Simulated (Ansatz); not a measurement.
# Br and Li on Al(100), bridge start, 2x2 cell: work function, bands and core levels, part 2 of 4

Aim: how the adsorbate changes the work function, the valence spectrum and the core levels in Br and Li on Al(100), bridge start, 2x2 cell.

Ansatz 0.2.0; DFT, PBE, plane-wave PAW, default files, scalar-relativistic.

So far, work function, upper face (eV): step 2 (the clean face) 4.27.

### Step 3. Relaxing the atoms

System of this step: LiAl20Br. The cell holds 22 atoms: 1 Br, 1 Li and 20 Al. Cell: a = 5.713 Å, b = 5.713 Å, c = 25.130 Å, α = 90.0°, β = 90.0°, γ = 90.0°. It derives from Al. How the cell was made: adsorbate; added: Br; second: Li; site: bridge; coverage 0.25 monolayer; cell: 2x2; on one face. Regions: ad, 2 atoms (1 Br and 1 Li); L1, 4 atoms (4 Al); L2, 4 atoms (4 Al); L3, 4 atoms (4 Al); rest, 8 atoms (8 Al). Vacuum lies along c.

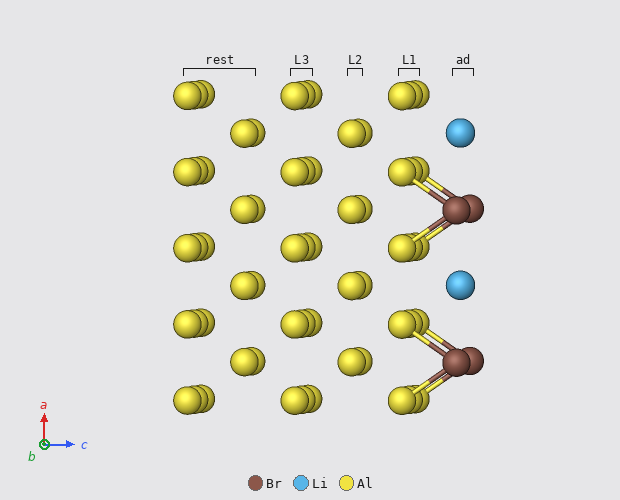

The cell of this step (bromine brown, lithium blue, aluminium yellow). Bonds to atoms that aren't drawn are left out. 2×1×1 cells are drawn. Some periodic images of atoms are drawn too.

Levels and vacuum steps follow bond lengths, so the atoms are relaxed first. 12 atoms are held to stand for the bulk. A dipole correction cancels the field between unlike faces.

The input, input.yaml:

```yaml
crystal:
  lattice:
    - [5.713422792, 0.0, 0.0]
    - [0.0, 5.713422792, 0.0]
    - [0.0, 0.0, 25.13]
  atoms:
    - { symbol: Br, position: [0.250139917, 0.0, 0.70155193] }
    - { symbol: Li, position: [0.752860545, 0.5, 0.697572622] }
    - { symbol: Al, position: [0.0, 0.0, 0.619976124] }
    - { symbol: Al, position: [0.5, 0.0, 0.619976124] }
    - { symbol: Al, position: [0.0, 0.5, 0.619976124] }
    - { symbol: Al, position: [0.5, 0.5, 0.619976124] }
    - { symbol: Al, position: [0.25, 0.25, 0.539594111] }
    - { symbol: Al, position: [0.75, 0.25, 0.539594111] }
    - { symbol: Al, position: [0.25, 0.75, 0.539594111] }
    - { symbol: Al, position: [0.75, 0.75, 0.539594111] }
    - { symbol: Al, position: [0.0, 0.0, 0.459212097] }
    - { symbol: Al, position: [0.5, 0.0, 0.459212097] }
    - { symbol: Al, position: [0.0, 0.5, 0.459212097] }
    - { symbol: Al, position: [0.5, 0.5, 0.459212097] }
    - { symbol: Al, position: [0.25, 0.25, 0.378830084] }
    - { symbol: Al, position: [0.75, 0.25, 0.378830084] }
    - { symbol: Al, position: [0.25, 0.75, 0.378830084] }
    - { symbol: Al, position: [0.75, 0.75, 0.378830084] }
    - { symbol: Al, position: [0.0, 0.0, 0.29844807] }
    - { symbol: Al, position: [0.5, 0.0, 0.29844807] }
    - { symbol: Al, position: [0.0, 0.5, 0.29844807] }
    - { symbol: Al, position: [0.5, 0.5, 0.29844807] }
kpoints:
  mp_grid: { grid: [6, 6, 1] }
scf:
  occupations: { method: fermi_dirac, width: 0.05 }
  n_extra_bands: 17
hamiltonian:
  xc: pbe
  pseudopotentials: { kind: paw }
output:
  forces: true
  write_potential: true
  volumetric_format: []
efield:
  axis: 3
  dipole_correction: true
relax:
  f_tol: 0.03
  max_steps: 45
  constraints: [{ sites: [10, 11, 12, 13, 14, 15, 16, 17, 18, 19, 20, 21] }]
```

Started as:

```
$ ansatz run input.yaml --threads 4 --pin off --max-ram 12288MiB --backend cpu --events-out ev --progress --plain --runs-dir out
```

Numbers of over 12 decimals in the logs are rounded to 6 here.

Output:

```text
[...]
Crystal: 22 atoms, lattice volume = 820.324 Å³
Basis set: ecut = 420 eV, 16119 PW (Γ), exchange–correlation on 80×80×360 points (8 copies of the dense FFT grid, shifted against one another)
Bands: 52, of which v1, the nominal top of the filled ones, is band 35 counted from 1 (34 counted from 0)
Symmetry: 2 space group operations
[...]
k-points: 16 of 36 (time reversal used)
[...]
SCF iter   1: F=—  HF=-13735.414557 eV  |F-HF|=—  |Δ(HF+E_count)|=         —  Δρ=1.83e-3  dr2=7.70e-1  ethr=1.77e-3  p=0.231 e·Å  D=5.09e-2 V/Å  ΔV_dip=-1.28 eV  dr2_dipole=4.42e-1  V_vac-E_F(+/−)=2.89/4.17 eV  ⟨swp⟩=10.5  Hψ=5249  notcnv=0  defer=18
[...]
SCF iter   6: F=-13735.400280 eV  HF=-13735.400280 eV  |F-HF|=1.05e-8  |Δ(HF+E_count)|=   8.63e-7  Δρ=4.01e-6  dr2=3.43e-7  ethr=1.83e-8  p=0.304 e·Å  D=6.70e-2 V/Å  ΔV_dip=-1.68 eV  dr2_dipole=9.42e-8  V_vac-E_F(+/−)=2.65/4.33 eV  ⟨swp⟩=11.6  Hψ=7658  notcnv=0
SCF 1 converged in 6 iterations: F = -13735.400280 eV  dr2 = 3.43e-7
[...]
relax step   1: F+E_penalty+E_count = -13735.40027974 eV  Δ(F+E_penalty+E_count) = +0.000e0 eV  max|allowed force component| = 1.323e0 eV/Å  Δτ_max = 0.0000 Å  (6 SCF iters, dr2 threshold 2.25e-5 eV, accepted)
[...]
SCF iter   5: F=-13735.807232 eV  HF=-13735.807248 eV  |F-HF|=1.64e-5  |Δ(HF+E_count)|=   4.15e-5  Δρ=3.61e-5  dr2=3.40e-5  ethr=1.43e-7  p=0.266 e·Å  D=5.87e-2 V/Å  ΔV_dip=-1.47 eV  dr2_dipole=5.65e-6  V_vac-E_F(+/−)=2.87/4.34 eV  ⟨swp⟩=13.1  Hψ=9351  notcnv=0
SCF 2 converged in 5 iterations: F = -13735.807232 eV  dr2 = 3.40e-5
  Residual-converged pass: ⟨swp⟩=1.1  Hψ=897  notcnv=0  max |occ|·‖R‖ = 7.0e-9 eV (tolerance 1.0e-8 eV)  dr2=3.40e-5  dr2_onsite=1.23e-7  max |Δocc| = 7.7e-12
relax step   2: F+E_penalty+E_count = -13735.80723181 eV  Δ(F+E_penalty+E_count) = -4.070e-1 eV  max|allowed force component| = 5.446e-1 eV/Å  Δτ_max = 0.1940 Å  (5 SCF iters, dr2 threshold 1.00e-4 eV, accepted)
SCF iter   1: F=—  HF=-13735.903095 eV  |F-HF|=—  |Δ(HF+E_count)|=         —  Δρ=2.12e-3  dr2=1.80e-1  ethr=1.56e-3  p=0.266 e·Å  D=5.87e-2 V/Å  ΔV_dip=-1.47 eV  dr2_dipole=9.99e-4  V_vac-E_F(+/−)=2.86/4.33 eV  ⟨swp⟩=4.5  Hψ=2411  notcnv=0  defer=51
[...]
SCF iter   5: F=-13735.877607 eV  HF=-13735.877610 eV  |F-HF|=3.20e-6  |Δ(HF+E_count)|=   1.97e-5  Δρ=2.24e-5  dr2=9.77e-6  ethr=2.65e-8  p=0.224 e·Å  D=4.95e-2 V/Å  ΔV_dip=-1.24 eV  dr2_dipole=3.01e-7  V_vac-E_F(+/−)=3.09/4.34 eV  ⟨swp⟩=13.0  Hψ=8743  notcnv=0
SCF 3 converged in 5 iterations: F = -13735.877607 eV  dr2 = 9.77e-6
[...]
relax step   3: F+E_penalty+E_count = -13735.87760650 eV  Δ(F+E_penalty+E_count) = -7.037e-2 eV  max|allowed force component| = 1.683e-1 eV/Å  Δτ_max = 0.1925 Å  (5 SCF iters, dr2 threshold 1.85e-5 eV, accepted)
[... from here on, the SCF cycles and remarks between the steps are left out ...]
relax step   4: F+E_penalty+E_count = -13735.88787816 eV  Δ(F+E_penalty+E_count) = -1.027e-2 eV  max|allowed force component| = 5.186e-2 eV/Å  Δτ_max = 0.1097 Å  (5 SCF iters, dr2 threshold 2.70e-6 eV, accepted)
relax step   5: F+E_penalty+E_count = -13735.88972775 eV  Δ(F+E_penalty+E_count) = -1.850e-3 eV  max|allowed force component| = 3.368e-2 eV/Å  Δτ_max = 0.0452 Å  (6 SCF iters, accepted)
relax step   6: F+E_penalty+E_count = -13735.89143830 eV  Δ(F+E_penalty+E_count) = -1.711e-3 eV  max|allowed force component| = 5.720e-2 eV/Å  Δτ_max = 0.0392 Å  (6 SCF iters, accepted)
relax step   7: F+E_penalty+E_count = -13735.89601895 eV  Δ(F+E_penalty+E_count) = -4.581e-3 eV  max|allowed force component| = 9.529e-2 eV/Å  Δτ_max = 0.0637 Å  (5 SCF iters, dr2 threshold 1.38e-6 eV, accepted)
relax step   8: F+E_penalty+E_count = -13735.93051279 eV  Δ(F+E_penalty+E_count) = -3.449e-2 eV  max|allowed force component| = 2.055e-1 eV/Å  Δτ_max = 0.1677 Å  (5 SCF iters, dr2 threshold 9.08e-6 eV, accepted)
relax step   9: F+E_penalty+E_count = -13735.98677029 eV  Δ(F+E_penalty+E_count) = -5.626e-2 eV  max|allowed force component| = 3.075e-1 eV/Å  Δτ_max = 0.1967 Å  (5 SCF iters, dr2 threshold 4.22e-5 eV, accepted)
relax step  10: F+E_penalty+E_count = -13736.06912630 eV  Δ(F+E_penalty+E_count) = -8.236e-2 eV  max|allowed force component| = 3.644e-1 eV/Å  Δτ_max = 0.1932 Å  (5 SCF iters, dr2 threshold 9.45e-5 eV, accepted)
relax step  11: F+E_penalty+E_count = -13736.16295797 eV  Δ(F+E_penalty+E_count) = -9.383e-2 eV  max|allowed force component| = 3.648e-1 eV/Å  Δτ_max = 0.1953 Å  (5 SCF iters, dr2 threshold 1.00e-4 eV, accepted)
relax step  12: F+E_penalty+E_count = -13736.25089965 eV  Δ(F+E_penalty+E_count) = -8.794e-2 eV  max|allowed force component| = 3.150e-1 eV/Å  Δτ_max = 0.1956 Å  (5 SCF iters, dr2 threshold 1.00e-4 eV, accepted)
relax step  13: F+E_penalty+E_count = -13736.32753228 eV  Δ(F+E_penalty+E_count) = -7.663e-2 eV  max|allowed force component| = 2.319e-1 eV/Å  Δτ_max = 0.1981 Å  (5 SCF iters, dr2 threshold 7.40e-5 eV, accepted)
relax step  14: F+E_penalty+E_count = -13736.37576642 eV  Δ(F+E_penalty+E_count) = -4.823e-2 eV  max|allowed force component| = 1.450e-1 eV/Å  Δτ_max = 0.1980 Å  (5 SCF iters, dr2 threshold 2.91e-5 eV, accepted)
relax step  15: F+E_penalty+E_count = -13736.39804143 eV  Δ(F+E_penalty+E_count) = -2.228e-2 eV  max|allowed force component| = 1.170e-1 eV/Å  Δτ_max = 0.1948 Å  (5 SCF iters, dr2 threshold 8.23e-6 eV, accepted)
relax step  16: F+E_penalty+E_count = -13736.40867769 eV  Δ(F+E_penalty+E_count) = -1.064e-2 eV  max|allowed force component| = 4.290e-2 eV/Å  Δτ_max = 0.2000 Å  (6 SCF iters, dr2 threshold 5.36e-6 eV, accepted)
relax step  17: F+E_penalty+E_count = -13736.41043931 eV  Δ(F+E_penalty+E_count) = -1.762e-3 eV  max|allowed force component| = 4.175e-2 eV/Å  Δτ_max = 0.1585 Å  (7 SCF iters, accepted)
SCF iter   1: F=—  HF=-13736.411026 eV  |F-HF|=—  |Δ(HF+E_count)|=         —  Δρ=2.74e-4  dr2=4.64e-3  ethr=8.45e-6  p=0.107 e·Å  D=2.36e-2 V/Å  ΔV_dip=-0.59 eV  dr2_dipole=1.85e-4  V_vac-E_F(+/−)=3.76/4.35 eV  ⟨swp⟩=3.2  Hψ=2293  notcnv=0  defer=64
[...]
SCF iter   6: F=-13736.411449 eV  HF=-13736.411449 eV  |F-HF|=4.69e-9  |Δ(HF+E_count)|=   5.95e-8  Δρ=1.09e-6  dr2=3.16e-8  ethr=1.43e-10  p=0.107 e·Å  D=2.35e-2 V/Å  ΔV_dip=-0.59 eV  dr2_dipole=7.87e-9  V_vac-E_F(+/−)=3.76/4.35 eV  ⟨swp⟩=11.2  Hψ=6503  notcnv=0
SCF 18 converged in 6 iterations: F = -13736.411449 eV  dr2 = 3.16e-8
relax step  18: F+E_penalty+E_count = -13736.41144917 eV  Δ(F+E_penalty+E_count) = -1.010e-3 eV  max|allowed force component| = 2.216e-2 eV/Å  Δτ_max = 0.0160 Å  (6 SCF iters, accepted)
NSCF: frozen V_eff on 16 k-points
[...]
WARN: The output density's exchange-correlation potential varies sharply where the density is thin. Do not read a vacuum level from v_tot or v_xc, or from such a field of the output density. On a cell that repeats whose density bears no net charge and no dipole along the vacuum's axis use v_es (v_loc + v_h of the components); under efield.dipole_correction with no amplitude use v_es + v_field, which holds any externa [...]
SCF converged after 6 iterations
Free energy (F): -13736.411449 eV
[...]
Internal energy: -13736.313762 eV  (E = F + TS)
E sigma→0 (E₀):  -13736.362606 eV
Entropy (-TS):   -0.097687 eV (-4.440 meV/atom)
Fermi energy:    1.244726 eV
Dipole field:    D = 0.023441 V/Å  (p = 0.106268 e·Å, saw-weighted, corrected)
Work function:   Φ+ = 3.7583 eV   Φ− = 4.3474 eV
[...]
--- Forces (eV/Å), atoms counted from 1 ---
  atom   1  Br     0.00444723     0.00000000    -0.00093632
  atom   2  Li    -0.00210606     0.00000000    -0.00976426
  atom   3  Al    -0.00075094     0.00000000     0.01117297
  atom   4  Al     0.00237922     0.00000000     0.00501123
  atom   5  Al    -0.00821775     0.00000000    -0.00537551
  atom   6  Al     0.00500177     0.00000000     0.01330488
  atom   7  Al    -0.00752885     0.00077537    -0.02215577
  atom   8  Al     0.00549835    -0.00165374    -0.01153967
  atom   9  Al    -0.00752885    -0.00077537    -0.02215577
  atom  10  Al     0.00549835     0.00165374    -0.01153967
  atom  11  Al    -0.02272058     0.00000000     0.04255126
  atom  12  Al     0.04712778     0.00000000    -0.05948859
  atom  13  Al    -0.03184816     0.00000000    -0.02010217
  atom  14  Al     0.01863206     0.00000000     0.03533382
  atom  15  Al     0.00566791     0.03462554     0.16871259
  atom  16  Al    -0.01127781     0.02334457     0.16891860
  atom  17  Al     0.00566791    -0.03462554     0.16871259
  atom  18  Al    -0.01127781    -0.02334457     0.16891860
  atom  19  Al    -0.00513463     0.00000000    -0.13968948
  atom  20  Al     0.00428284     0.00000000    -0.16482795
  atom  21  Al     0.00759784     0.00000000    -0.16797882
  atom  22  Al    -0.00341719     0.00000000    -0.14702006
  max |Σ_I F_I| component: 6.25e-5 eV/Å
--- Band table (eV; the first three rows and the last of 16) ---
  k-point 0: bands = [... 31 lower, 0.0523, 0.1310, 0.8059, 0.9805, 0.9881, 1.1493, 1.2408, 1.4131, ... 13 higher]
  k-point 1: bands = [... 31 lower, 0.2732, 0.3800, 0.7414, 1.0958, 1.1598, 1.4056, 1.8184, 1.9502, ... 13 higher]
  k-point 2: bands = [... 31 lower, -0.1002, 0.7078, 0.9312, 1.0603, 1.2046, 1.7610, 2.3885, 2.4209, ... 13 higher]
  k-point 15: bands = [... 31 lower, 1.2936, 1.6190, 1.6479, 1.6967, 1.7371, 1.7610, 2.2505, 2.2652, ... 13 higher]
--- Relaxed structure (18 steps of the walk, 18 accepted, 0 SCFs on fresh bases) ---
  F+E_penalty+E_count = -13736.41144917 eV   max|allowed force component| = 2.216e-2 eV/Å
  atoms:
    - { symbol: Br, position: [-0.099237, 0.0, 0.737970] }
    - { symbol: Li, position: [0.837580, 0.500000, 0.720301] }
    - { symbol: Al, position: [-0.016959, 0.0, 0.633930] }
    - { symbol: Al, position: [0.476879, 0.0, 0.621880] }
    - { symbol: Al, position: [0.00881235, 0.500000, 0.617780] }
    - { symbol: Al, position: [0.506585, 0.500000, 0.622577] }
    - { symbol: Al, position: [0.250319, 0.249072, 0.539384] }
    - { symbol: Al, position: [0.749656, 0.248104, 0.540987] }
    - { symbol: Al, position: [0.250319, 0.750928, 0.539384] }
    - { symbol: Al, position: [0.749656, 0.751896, 0.540987] }
    - { symbol: Al, position: [0.0, 0.0, 0.459212] }
    - { symbol: Al, position: [0.500000, 0.0, 0.459212] }
    - { symbol: Al, position: [0.0, 0.500000, 0.459212] }
    - { symbol: Al, position: [0.500000, 0.500000, 0.459212] }
    - { symbol: Al, position: [0.250000, 0.250000, 0.378830] }
    - { symbol: Al, position: [0.75, 0.250000, 0.378830] }
    - { symbol: Al, position: [0.250000, 0.75, 0.378830] }
    - { symbol: Al, position: [0.75, 0.75, 0.378830] }
    - { symbol: Al, position: [0.0, 0.0, 0.298448] }
    - { symbol: Al, position: [0.500000, 0.0, 0.298448] }
    - { symbol: Al, position: [0.0, 0.500000, 0.298448] }
    - { symbol: Al, position: [0.500000, 0.500000, 0.298448] }
```

It took 4.7 min on 4 threads of Arm Neoverse V1, shared host; peak memory 1.5 GiB; 18 min of CPU time.

Step by step:

```tsv
step	energy less that of the first step (eV)	largest force component (eV/Å)
1	0.0000	1.3227
2	-0.4070	0.5446
3	-0.4773	0.1683
4	-0.4876	0.0519
5	-0.4894	0.0337
6	-0.4912	0.0572
7	-0.4957	0.0953
8	-0.5302	0.2055
9	-0.5865	0.3075
10	-0.6688	0.3644
11	-0.7627	0.3648
12	-0.8506	0.3150
13	-0.9273	0.2319
14	-0.9755	0.1450
15	-0.9978	0.1170
16	-1.0084	0.0429
17	-1.0102	0.0418
18	-1.0112	0.0222
```

The run keeps the 2 symmetry operations that it works with, so distortions that break them were not tested.

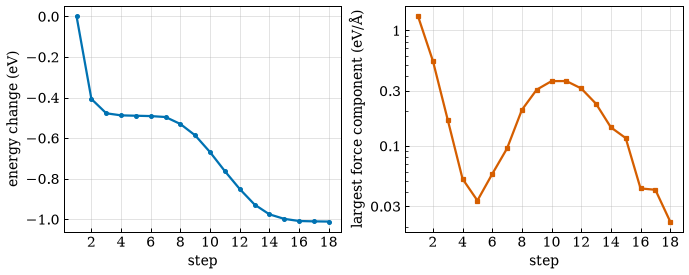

Energy and largest force along the relaxation.

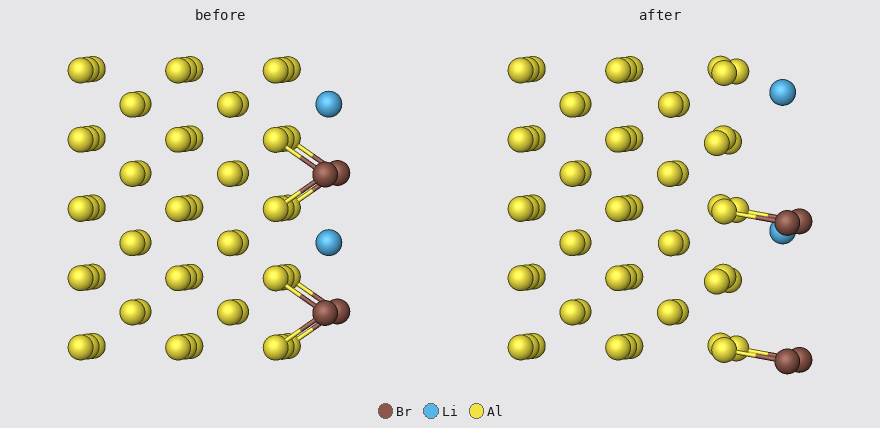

The structure before and after the relaxation, drawn at the same scale. Bonds to atoms that aren't drawn are left out.

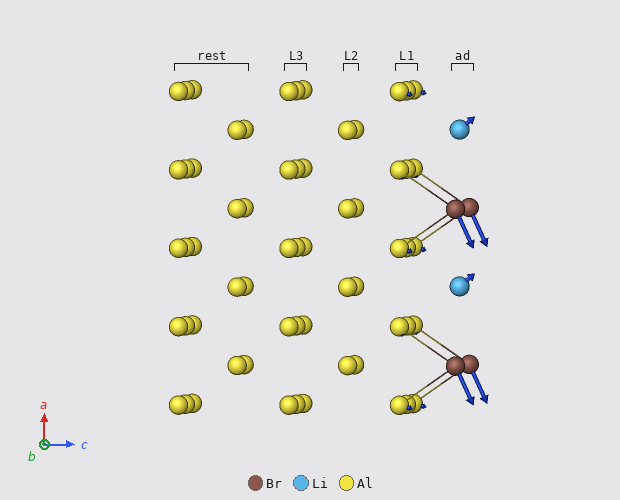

Displacements in the relaxation, scaled; the longest in the cell stands for 2.20 Å. Bonds to atoms that aren't drawn are left out. 2×1×1 cells are drawn. Some periodic images of atoms are drawn too.

The atoms that moved most (Å):

```tsv
atom	dx	dy	dz	length
Br1	-1.996	0.000	0.915	2.196
Li2	0.484	0.000	0.571	0.749
Al3	-0.097	0.000	0.351	0.364
Al4	-0.132	0.000	0.048	0.140
Al6	0.038	0.000	0.065	0.075
Al5	0.050	0.000	-0.055	0.075
Al10	-0.002	0.011	0.035	0.037
Al8	-0.002	-0.011	0.035	0.037
```

The relaxed structure:

```cif
data_structure
_symmetry_space_group_name_H-M 'P 1'
_symmetry_Int_Tables_number 1
_cell_length_a 5.7134
_cell_length_b 5.7134
_cell_length_c 25.1300
_cell_angle_alpha 90.000
_cell_angle_beta 90.000
_cell_angle_gamma 90.000
_cell_volume 820.32
loop_
_atom_site_label
_atom_site_type_symbol
_atom_site_fract_x
_atom_site_fract_y
_atom_site_fract_z
_atom_site_occupancy
Br1 Br 0.90076 0.00000 0.73797 1
Li2 Li 0.83758 0.50000 0.72030 1
Al3 Al 0.98304 0.00000 0.63393 1
Al4 Al 0.47688 0.00000 0.62188 1
Al5 Al 0.00881 0.50000 0.61778 1
Al6 Al 0.50659 0.50000 0.62258 1
Al7 Al 0.25032 0.24907 0.53938 1
Al8 Al 0.74966 0.24810 0.54099 1
Al9 Al 0.25032 0.75093 0.53938 1
Al10 Al 0.74966 0.75190 0.54099 1
Al11 Al 0.00000 0.00000 0.45921 1
Al12 Al 0.50000 0.00000 0.45921 1
Al13 Al 0.00000 0.50000 0.45921 1
Al14 Al 0.50000 0.50000 0.45921 1
Al15 Al 0.25000 0.25000 0.37883 1
Al16 Al 0.75000 0.25000 0.37883 1
Al17 Al 0.25000 0.75000 0.37883 1
Al18 Al 0.75000 0.75000 0.37883 1
Al19 Al 0.00000 0.00000 0.29845 1
Al20 Al 0.50000 0.00000 0.29845 1
Al21 Al 0.00000 0.50000 0.29845 1
Al22 Al 0.50000 0.50000 0.29845 1
```

Numbers from this step:

```
free energy               : -13736.4114 eV
energy at zero smearing   : -13736.3626 eV
smearing term TS          : 0.09769 eV
Fermi energy              : 1.245 eV
symmetry operations       : 2
work function, upper face : 3.759 eV
work function, lower face : 4.348 eV
```

The relaxation ends 46 meV an atom lower, with a largest force component of 0.022 eV/Å on the free atoms. Between step 2 and this run (22 atoms) the value for the work function, upper face moves from 4.27 eV to 3.76 eV (-12 %).

[end of part 2 of 4]

[Logs are printed without paths, hosts, clocks, repeated set-up lines and the standing remarks that a program may print on its own settings, such as how far it seeks lower states.]

[Hosts, paths, dates, database ids (printed as entryN), source tags and the programs' standing remarks are cut or masked in the printed files.]

[Maps of the electrostatic potential energy from Ansatz leave out the sawtooth potential of an applied field or a dipole correction, so their vacuum need not be flat; work functions include it.]
